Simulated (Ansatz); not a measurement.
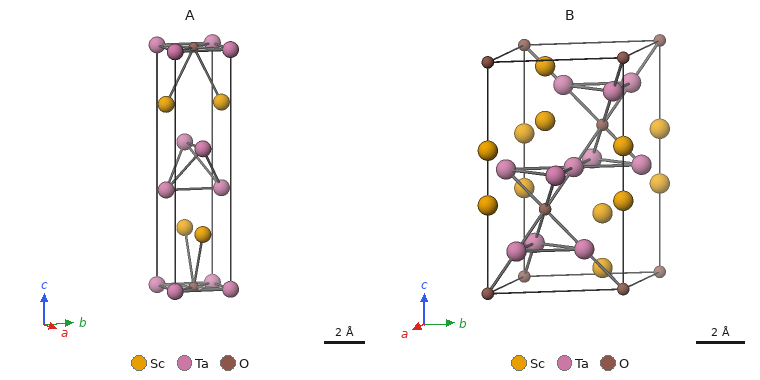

Two structures of Sc2Ta3O, each relaxed to rest (conventional cells in solid outline, small ones repeated, not to one scale). Method: DFT PBE, scalar-relativistic, plane waves, PAW in Ansatz, without spin polarisation.

**Describe A and B.**

A: 6 atoms a cell on a primitive tetragonal lattice, P-4m2. B: 18 atoms a cell on a rhombohedral (trigonal R) lattice, R-3m.

**Which has the lower energy, and by how much?**

A is lower, by 290 meV/atom at this level of theory (energies at zero smearing). Volumes: A 18.3, B 17.0 Å³/atom.

One or both may be structure types tried for this composition rather than known phases.
